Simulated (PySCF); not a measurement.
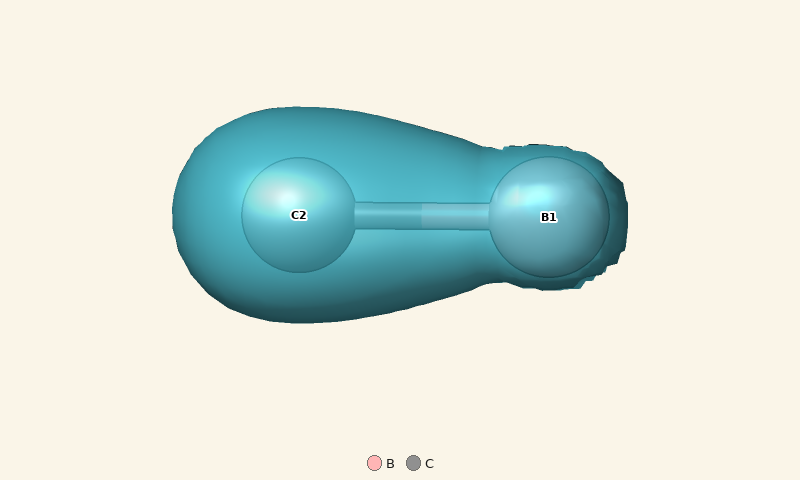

The picture shows: BC (charge −1, triplet). Isosurface of the electron density at 0.8 e/Å³ (cyan), seen from one side.

Computed with PBE0/aug-cc-pVDZ(-PP), non-relativistic Hamiltonian with scalar-relativistic core potentials where named, at a bond length of 1.439 Å (PySCF).

```yaml
atoms:
  - { symbol: B, position_ang: [0.0000, 0.0000, -0.7505] }
  - { symbol: C, position_ang: [0.0000, 0.0000, 0.6885] }
```

**What does this surface tell about the bonding?**

At this value the surface is in one piece. It bridges the sampled C–B (1.44 Å) contact, where the density stays above the isovalue. On the grid the lowest density along these lines, outside the cores, is 1.3 e/Å³ (C–B, 1.44 Å).
